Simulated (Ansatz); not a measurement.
## SiO2 (Quartz): optical spectrum from first principles

What colour and refractive index does SiO2 (Quartz) have at this level of theory?

Method: DFT, PBE, plane-wave PAW, default files, scalar-relativistic, independent-particle optical response without local fields, in Ansatz 0.2.0.

### 1. Starting point

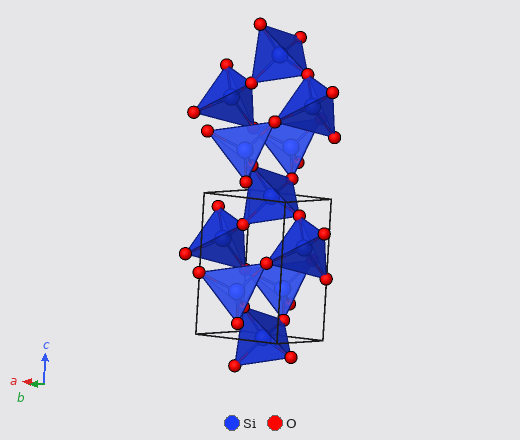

The cell as given, from a free direction (silicon blue, oxygen red). 1×1×2 cells are drawn. Some periodic images of atoms are drawn too.

### 2. Ground state and bands

The self-consistent density comes first; it also tells whether there is a gap, which decides the occupations and the need for a Drude term.

This step: DFT, PBE, plane-wave PAW, default files, scalar-relativistic, ground state (Ansatz 0.2.0).

input.yaml

```yaml
crystal:
  lattice:
    - [4.9158, 0.0, 0.0]
    - [-2.4579, 4.2572076799, 0.0]
    - [0.0, 0.0, 5.4091]
  atoms:
    - { symbol: Si, position: [0.4697, 0.4697, 0.0] }
    - { symbol: Si, position: [0.0, 0.5303, 0.6666666667] }
    - { symbol: Si, position: [0.5303, 0.0, 0.3333333333] }
    - { symbol: O, position: [0.8538, 0.268, 0.4523333333] }
    - { symbol: O, position: [0.732, 0.5858, 0.7856666667] }
    - { symbol: O, position: [0.4142, 0.1462, 0.119] }
    - { symbol: O, position: [0.268, 0.8538, 0.5476666667] }
    - { symbol: O, position: [0.5858, 0.732, 0.2143333333] }
    - { symbol: O, position: [0.1462, 0.4142, 0.881] }
kpoints:
  mp_grid: { grid: [5, 5, 4] }
  band_path:
    path:
      - [[0.0, 0.0, 0.0], [0.5, 0.0, 0.0], [0.33333333, 0.33333333, 0.0], [0.0, 0.0, 0.0], [0.0, 0.0, 0.5], [0.5, 0.0, 0.5], [0.33333333, 0.33333333, 0.5], [0.0, 0.0, 0.5]]
      - [[0.5, 0.0, 0.5], [0.5, 0.0, 0.0]]
      - [[0.33333333, 0.33333333, 0.0], [0.33333333, 0.33333333, 0.5]]
    npoints: 6
scf:
  occupations: { method: fermi_dirac, width: 0.05 }
  n_extra_bands: 13
hamiltonian:
  xc: pbe
  pseudopotentials: { kind: paw }
output:
  forces: true
  stress: true
  populations: true
  write_bands: true
```

Launch:

```console
$ ansatz run input.yaml --threads 4 --pin off --max-ram 8192MiB --backend cpu --events-out ev --progress --plain --runs-dir out
```

Numbers of over 12 decimals in the logs are rounded to 6 here.

The log of the run:

```text
scf.n_extra_bands = 13 over 24 filled bands (N_el = 48.0): the run solves 37 bands
Engine: ansatz 0.2.0, aarch64-unknown-linux-gnu
Pseudopotentials: kind: paw
Pseudopotential: Si, paw, valence charge 4, recommended cutoff 420 eV (normal), Si.paw.azcp
Pseudopotential: O, paw, valence charge 6, recommended cutoff 420 eV (normal), O.paw.azcp
Functional definition: PBE
  parameter kappa = 0.804
  parameter beta = 0.066725
  exchange = pbe_x(kappa = kappa, mu = beta*pi^2/3)
  correlation = pbe_c(beta = beta)
Crystal: 9 atoms, lattice volume = 113.199 Å³
Basis set: ecut = 420 eV, 2209 PW (Γ), exchange–correlation on 72×72×80 points (8 copies of the dense FFT grid, shifted against one another)
Bands: 37, of which v1, the nominal top of the filled ones, is band 24 counted from 1 (23 counted from 0)
Symmetry: 6 space group operations
Space group: P3121 (ITA 152), of the structure as read, at distance tolerance 4.8e-5 Å
k-points: 17 of 100 (time reversal used)
Non-local potential: Si, projectors of the file, l = 0: 2, l = 1: 2, l = 2: 2
Non-local potential: O, projectors of the file, l = 0: 2, l = 1: 2, l = 2: 1
PAW form: soft (Blöchl's): semilocal exchange-correlation on the pseudo side does not see the compensation charge
PAW one-centre angular grid: Si, 110 points (default); XC on 64 Gauss nodes
PAW one-centre angular grid: O, 110 points (default); XC on 64 Gauss nodes
Initial density: superposition of atomic densities (neutral atoms: chi_scale 0, normalization atom), corrected by the library's trained network
Initial wavefunctions: pseudopotential atomic-orbital guess
Functional: x = pbe(κ = 0.804, μ = 0.219515), c = pbe(β = 0.066725)
SCF iter   1: F=—  HF=-5322.117085 eV  |F-HF|=—  |Δ(HF+E_count)|=         —  Δρ=1.31e-3  dr2=1.01e-3  ethr=1.77e-3  ⟨swp⟩=6.2  Hψ=3269  notcnv=0  defer=32
preconditioner: auto → Resta (q_TF=auto, 2.365 Å⁻¹)  ε∞=2.8  [insulator: Δε(μ)=6.003 eV  Ē_g=17.859 eV  σ=0.050 eV  W_gap=1.00  n_scr=22 (ndim 8)  ℏωp=24.2 eV  f_vac=0.113  D(μ)=0.00/eV (n_scr^D=0)  ε∞_Penn≈2.8]
SCF iter   2: F=—  HF=-5322.119662 eV  |F-HF|=—  |Δ(HF+E_count)|=   2.58e-3  Δρ=5.84e-4  dr2=1.22e-4  ethr=2.10e-6  ⟨swp⟩=2.9  Hψ=1384  notcnv=0  defer=71
SCF iter   3: F=—  HF=-5322.120124 eV  |F-HF|=—  |Δ(HF+E_count)|=   4.62e-4  Δρ=2.25e-4  dr2=2.64e-5  ethr=2.55e-7  ⟨swp⟩=2.0  Hψ=781  notcnv=0  defer=71
SCF iter   4: F=—  HF=-5322.120196 eV  |F-HF|=—  |Δ(HF+E_count)|=   7.21e-5  Δρ=4.05e-5  dr2=1.16e-6  ethr=5.49e-8  ⟨swp⟩=2.0  Hψ=931  notcnv=0  defer=71
SCF iter   5: F=—  HF=-5322.120199 eV  |F-HF|=—  |Δ(HF+E_count)|=   2.09e-6  Δρ=1.25e-5  dr2=1.91e-7  ethr=2.42e-9  ⟨swp⟩=2.9  Hψ=1045  notcnv=0  defer=71
SCF iter   6: F=-5322.120199 eV  HF=-5322.120199 eV  |F-HF|=1.20e-8  |Δ(HF+E_count)|=   4.77e-7  Δρ=2.00e-6  dr2=4.44e-9  ethr=2.08e-10  ⟨swp⟩=11.6  Hψ=3468  notcnv=0
SCF 1 converged in 6 iterations: F = -5322.120199 eV  dr2 = 4.44e-9
  greatest PAW one-centre occupation: 0.863 electrons in one spin orbital (limit 2), on the O atom at site 8 (counted from 0), in its partial waves of l = 0
NSCF: frozen V_eff on 57 k-points
SCF converged after 6 iterations
Free energy (F): -5322.120199 eV
Harris-Foulkes:  -5322.120199 eV  (|F-HF|=1.20e-8)
Internal energy: -5322.120199 eV  (E = F + TS)
E sigma→0 (E₀):  -5322.120199 eV
Fermi energy:    5.603911 eV
--- Per-component energies (eV) ---
  E_band       = -205.711876
  E_kinetic    = 1211.146970
  E_local      = -2960.023959  (includes V_loc(G=0)·N_el)
  E_nonlocal   = 361.565981
  E_hartree    = 1062.313895
  E_xc         = -613.779762
  E_vxc        = -712.559797  (∫ρ·V_xc dr)
  E_paw        = -2494.384080  (= ΣΔE_a)
  E_vpaw       = -230.485469  (= ΣTr[D̂ρ^β])
  E_aug_tail   = 0.015659  (compensation charges beyond the density's cutoff)
  E_ewald      = -1888.974903
  E_smearing   = -0.000000  (= −TS)
  E_closure    = 0.000000  (closes the sum)
  Σ components = -5322.120199   (vs F -5322.120199, Δ=0.00e0)
--- Forces (eV/Å), atoms counted from 1 ---
  atom   1  Si     0.01052415     0.01822837     0.00000000
  atom   2  Si     0.01052415    -0.01822837     0.00000000
  atom   3  Si    -0.02104830     0.00000000     0.00000000
  atom   4  O      0.34498692    -0.01987641    -0.17692886
  atom   5  O     -0.15527999     0.30870564    -0.17692886
  atom   6  O     -0.18970693    -0.28882923    -0.17692886
  atom   7  O     -0.18970693     0.28882923     0.17692886
  atom   8  O      0.34498692     0.01987641     0.17692886
  atom   9  O     -0.15527999    -0.30870564     0.17692886
  max |Σ_I F_I| component: 1.11e-16 eV/Å
--- Stress (GPa, compression-positive) ---
        7.101481      -0.000000       0.000000
       -0.000000       7.101481       0.000000
        0.000000       0.000000       7.169576
  P = ⅓ Tr σ = 7.1242 GPa (71.242 kbar)
--- Band table (eV; the first three rows and the last of 17) ---
  k-point 0: bands = [... 20 lower, 1.5355, 1.8491, 2.2214, 2.2214, 8.5304, 11.8538, 11.8538, 12.3091, ... 9 higher]
  k-point 1: bands = [... 20 lower, 1.4657, 2.0012, 2.3106, 2.4404, 9.1286, 11.6806, 11.7919, 11.8117, ... 9 higher]
  k-point 2: bands = [... 20 lower, 1.3346, 2.3207, 2.3207, 2.4441, 10.4816, 10.4816, 11.5997, 12.2849, ... 9 higher]
  k-point 16: bands = [... 20 lower, 1.6618, 1.7206, 1.9073, 2.1523, 11.4992, 12.1558, 12.3471, 12.4387, ... 9 higher]
--- Löwdin populations: 9 sites ---
  site symbol       q [e]
     0     Si      2.1993
     1     Si      2.1993
     2     Si      2.1993
     3      O      6.7922
     4      O      6.7922
     5      O      6.7922
     6      O      6.7922
     7      O      6.7922
     8      O      6.7922
  spilling = 0.013521 (of n_electrons = 48.000000)
```

Wall time 5.8 s (4 threads of Arm Neoverse V1, shared host); peak memory 0.45 GiB; 22 s of CPU time.

In the SCF lines HF is the Harris–Foulkes energy and dr2 the Hartree energy of the density residual, in eV; the loop may stop once dr2 is under the threshold and the program's other checks hold. Hψ counts applications of the Hamiltonian.

Read-outs, printed or worked out from the files:

```
free energy                  : -5322.1202 eV
Fermi energy                 : 5.604 eV
gap by band count            : 6.006 eV
electrons                    : 48
symmetry operations          : 6
pressure                     : 7.124 GPa
gap on the k-mesh            : 6.006 eV
volume                       : 113.2 Å³
gap on the path              : 5.995 eV
least direct gap on the path : 6.297 eV
```

There is a gap, 6.00 eV on the path, so no carriers' term is needed. The cell is left with a pressure of 7.1 GPa and forces up to 0.39 eV/Å, as it stands unrelaxed at this level.

The electronic bands at the labelled points (eV, zero at the Fermi level; v1 is the highest filled band, c1 the lowest empty one):

```tsv
point	v4	v3	v2	v1	c1	c2	c3	c4
Γ	-4.07	-3.75	-3.38	-3.38	2.93	6.25	6.25	6.71
M	-4.10	-3.85	-3.34	-3.10	5.19	5.93	6.65	6.67
K	-4.30	-3.50	-3.50	-3.07	5.86	5.86	6.35	7.32
Γ	-4.07	-3.75	-3.38	-3.38	2.93	6.25	6.25	6.71
A	-4.27	-3.28	-3.28	-3.16	4.88	4.88	6.00	6.68
L	-3.95	-3.91	-3.67	-3.26	5.85	6.33	6.62	6.77
H	-4.01	-3.83	-3.65	-3.65	5.94	6.74	6.74	7.03
A	-4.27	-3.28	-3.28	-3.16	4.88	4.88	6.00	6.68
jump to L	-3.95	-3.91	-3.67	-3.26	5.85	6.33	6.62	6.77
M	-4.10	-3.85	-3.34	-3.10	5.19	5.93	6.65	6.67
jump to K	-4.30	-3.50	-3.50	-3.07	5.86	5.86	6.35	7.32
H	-4.01	-3.83	-3.65	-3.65	5.94	6.74	6.74	7.03
```

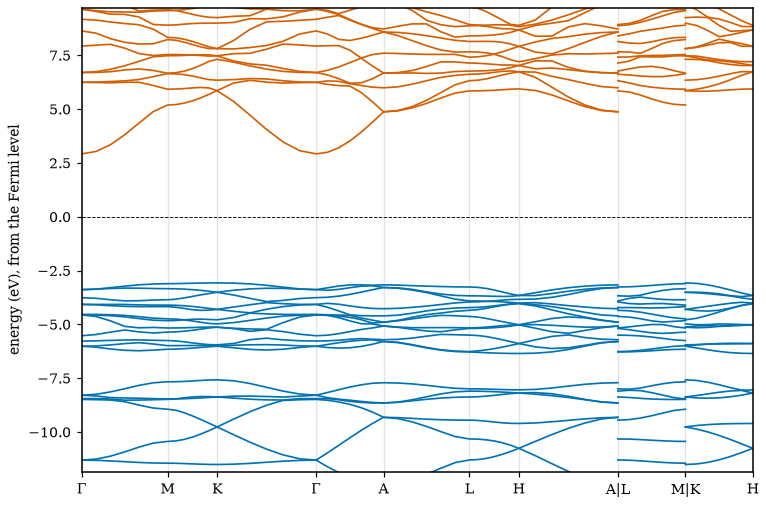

Electronic bands along the path; lines of filled and empty bands in two colours.

### 3. Spectrum

The spectrum is a sum over vertical transitions between filled and empty bands at the fixed density, so many empty bands are needed.

This step: DFT, PBE, plane-wave PAW, default files, scalar-relativistic, independent-particle optical response without local fields (Ansatz 0.2.0).

input.yaml, the sections that differ from step 2:

```yaml
kpoints:
  mp_grid: { grid: [5, 5, 4] }
scf:
  occupations: { method: fixed }
output:
  optics:
    e_range: [0, 14]
    de: 0.05
    sigma: 0.15
    nscf_kmesh: { grid: [6, 6, 4] }
    bands: { spectra_wanted_up_to: 14 }
# crystal, hamiltonian: as in step 2
```

The log of the run:

```text
[...]
Crystal: 9 atoms, lattice volume = 113.199 Å³
Basis set: ecut = 420 eV, 2209 PW (Γ)
Bands: 33, of which v1, the nominal top of the filled ones, is band 24 counted from 1 (23 counted from 0)
Symmetry: 6 space group operations
[...]
k-points: 17 of 100 (time reversal used)
[...]
SCF iter   1: F=—  HF=-5322.118147 eV  |F-HF|=—  |Δ(HF+E_count)|=         —  Δρ=1.32e-3  dr2=1.03e-3  ethr=1.77e-3  ⟨swp⟩=4.9  Hψ=2562  notcnv=0  defer=105
[...]
SCF iter   8: F=-5322.120399 eV  HF=-5322.120399 eV  |F-HF|=3.64e-12  |Δ(HF+E_count)|=  2.22e-10  Δρ=4.80e-8  dr2=2.51e-12  ethr=1.00e-12  ⟨swp⟩=12.6  Hψ=2659  notcnv=0
SCF 1 converged in 8 iterations: F = -5322.120399 eV  dr2 = 2.51e-12
[...]
NSCF: frozen V_eff on 24 k-points
output.optics: what the bands over the 57 summed would add to eps1, eps2 and the energy-loss function is held between a lower and an upper bound (7 Lanczos steps). eps1, eps2 and their loss function (loss_summed_bands) are given on every row as the summed bands alone make them. Along an axis, on a row where the two bounds hold the loss function to about 1 % of the greater of itself and 0.5 % of |1/eps|, its cell (loss_completed) is given, with the completed eps1 and eps2 that it is formed of (a cell that is left empty reads nan in the table and null in the record). The two bounds hold it so along every axis on all 281 rows up to 14.000 eV. [rest of the remark cut]
SCF converged after 8 iterations
Free energy (F): -5322.120399 eV
[...]
Internal energy: -5322.120399 eV  (E = F + TS)
E sigma→0 (E₀):  -5322.120399 eV
Fermi energy:    2.524000 eV
[...]
--- Band table (eV; the first three rows and the last of 17) ---
  k-point 0: bands = [... 20 lower, 1.5355, 1.8491, 2.2214, 2.2214, 8.5304, 11.8538, 11.8538, 12.3090, ... 5 higher]
  k-point 1: bands = [... 20 lower, 1.4657, 2.0012, 2.3105, 2.4404, 9.1286, 11.6806, 11.7918, 11.8116, ... 5 higher]
  k-point 2: bands = [... 20 lower, 1.3346, 2.3207, 2.3207, 2.4441, 10.4816, 10.4816, 11.5997, 12.2849, ... 5 higher]
  k-point 16: bands = [... 20 lower, 1.6618, 1.7206, 1.9073, 2.1523, 11.4992, 12.1557, 12.3471, 12.4386, ... 5 higher]
```

Run time: 45 s. Hardware: 4 threads; peak memory 0.94 GiB; 2.9 min of CPU time.

Numbers from this step:

| Item | Value |
| --- | --- |
| electronic dielectric constant ε∞, mean over x, y and z (by symmetry where fewer were run) | 2.565 |
| absorption onset, first axis (α over 10⁴ cm⁻¹, or the direct gap if that lies higher) | 7.332 eV |
| main peak of Im epsilon, first axis | 10.32 eV |
| least direct gap on the mesh | 6.309 eV |
| bands summed | 57 |
| spectra valid up to | 22.31 eV |
| program's estimate of the k-sum error in Im epsilon | 0.08 % |
| electrons in the f-sum | 25.30 |

The Im ε has structure finer than the step of the table below, so its rows give means over 1 eV, whole bins alone (the curve runs from 0 to 14 eV). Peaks (eV: height): E ∥ x or y 10.3: 3.78, 12.3: 2.72; E ∥ z 9.9: 3.56, 10.9: 2.87, 11.8: 3.07, 12.9: 2.73.

Table of Im ε by photon energy; means over each step:

```tsv
photon energy (eV)	E ∥ x or y	E ∥ z
5	0	0
6	4.3e-4	5.5e-5
7	0.0290	0.0223
8	0.566	0.596
9	1.46	1.83
10	3.21	3.10
11	2.90	2.50
12	2.51	2.55
13	2.31	2.38
```

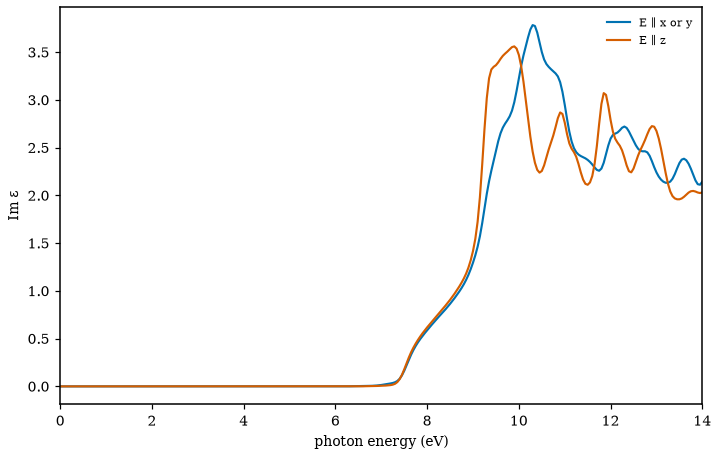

Im ε, plotted against photon energy.

The Re ε by photon energy:

```tsv
photon energy (eV)	E ∥ x or y	E ∥ z
0	2.56	2.57
1	2.57	2.58
2	2.60	2.61
3	2.65	2.67
4	2.74	2.75
5	2.86	2.88
6	3.07	3.09
7	3.46	3.49
8	4.04	4.12
9	4.59	4.96
10	4.04	2.59
11	1.73	2.17
12	2.21	1.80
13	1.50	1.48
14	1.72	1.87
```

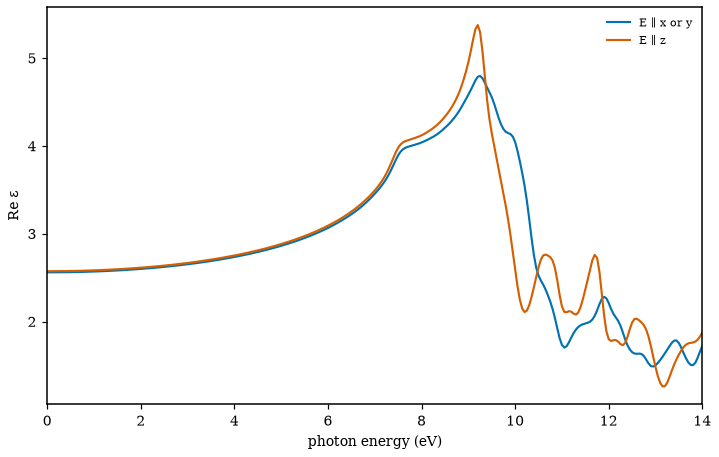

Re ε, plotted against photon energy.

The reflectivity at normal incidence has structure finer than the step of the table below, so its rows give means over 1 eV, whole bins alone (the curve runs from 0 to 14 eV). Peaks (eV: height): E ∥ x or y 10.3: 19.2, 12.3: 14.4; E ∥ z 9.3: 19.2, 10.9: 15.0, 11.9: 16.0, 12.9: 14.8.

Table of reflectivity at normal incidence by photon energy; means over each step:

```tsv
photon energy (eV)	E ∥ x or y (%)	E ∥ z (%)
1	5.37	5.43
2	5.50	5.56
3	5.72	5.79
4	6.08	6.15
5	6.62	6.70
6	7.48	7.59
7	9.15	9.34
8	11.6	11.9
9	14.5	16.0
10	17.9	16.3
11	15.3	13.2
12	13.2	13.5
13	12.4	12.9
```

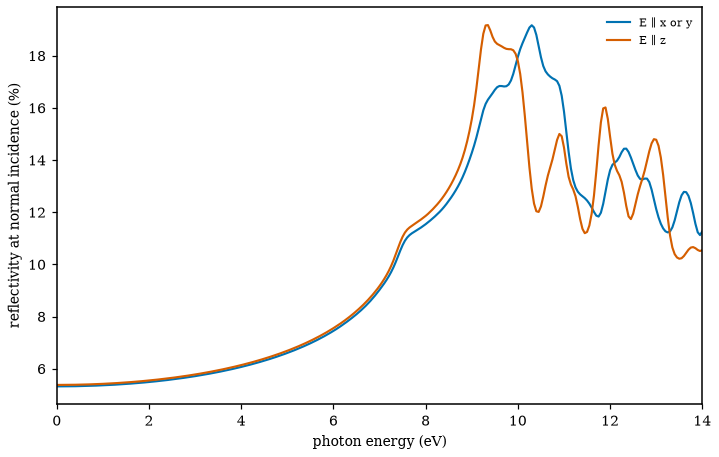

Reflectivity at normal incidence against photon energy.

The refractive index n and extinction k by photon energy:

```tsv
photon energy (eV)	n, E ∥ x or y	k, E ∥ x or y	n, E ∥ z	k, E ∥ z
0	1.60	0	1.60	0
2	1.61	0	1.62	0
4	1.65	0	1.66	0
6	1.75	0	1.76	0
8	2.02	0.146	2.04	0.152
10	2.15	0.752	1.86	0.933
12	1.68	0.774	1.60	0.872
14	1.50	0.717	1.52	0.667
```

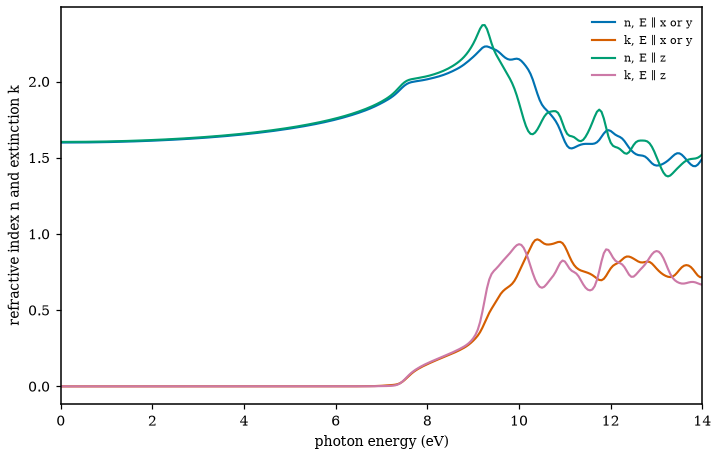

Refractive index n and extinction k against photon energy.

Values under 1 per cm are given as 1. Absorption coefficient against photon energy:

```tsv
photon energy (eV)	E ∥ x or y (1/cm)	E ∥ z (1/cm)
0	1	1
1	1	1
2	1	1
3	1	1
4	1	1
5	1	1
6	1	1
7	2817	1162
8	1.2e5	1.2e5
9	2.7e5	2.9e5
10	7.6e5	9.5e5
11	1.0e6	9.1e5
12	9.4e5	1.1e6
13	1.0e6	1.2e6
14	1.0e6	9.5e5
```

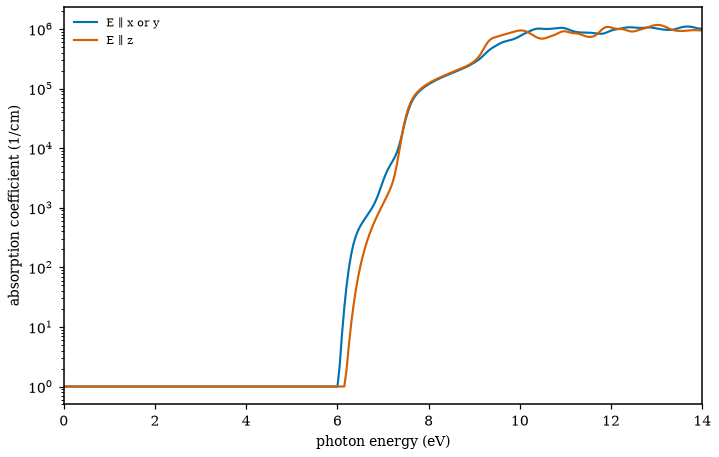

Absorption coefficient against photon energy.

Optical constants at common wavelengths, from n + ik = √ε:

```tsv
wavelength (nm)	n xy	k xy	R (%) xy	1/α xy	n z	k z	R (%) z	1/α z
1550	1.60	0.000	5.4	over 1 mm	1.61	0.000	5.4	over 1 mm
633	1.61	0.000	5.5	over 1 mm	1.62	0.000	5.5	over 1 mm
532	1.62	0.000	5.6	over 1 mm	1.62	0.000	5.6	over 1 mm
450	1.62	0.000	5.7	over 1 mm	1.63	0.000	5.7	over 1 mm
365	1.64	0.000	5.8	over 1 mm	1.64	0.000	5.9	over 1 mm
308	1.65	0.000	6.1	over 1 mm	1.66	0.000	6.2	over 1 mm
248	1.69	0.000	6.6	over 1 mm	1.70	0.000	6.7	over 1 mm
```

A film 1 µm thick would pass 89 % of daylight and look colourless in transmission (x = 0.313, y = 0.329).

The f-sum over the summed bands holds 25.3 of the cell's 48 electrons outside the frozen cores, 12 of which lie in bands more than 12 eV below the Fermi level, whose transitions come at higher energies. Up to 14 eV the strength has a mean oscillator energy of 11.1 eV, and these transitions give 53 % of ε∞ − 1 along x; the rest comes from higher ones.

(Continued in part 2 of 2.)

[Logs are printed without paths, hosts, clocks, repeated set-up lines and the standing remarks that a program may print on its own settings, such as how far it seeks lower states.]

[Hosts, paths, dates, database ids (printed as entryN), source tags and the programs' standing remarks are cut or masked in the printed files.]
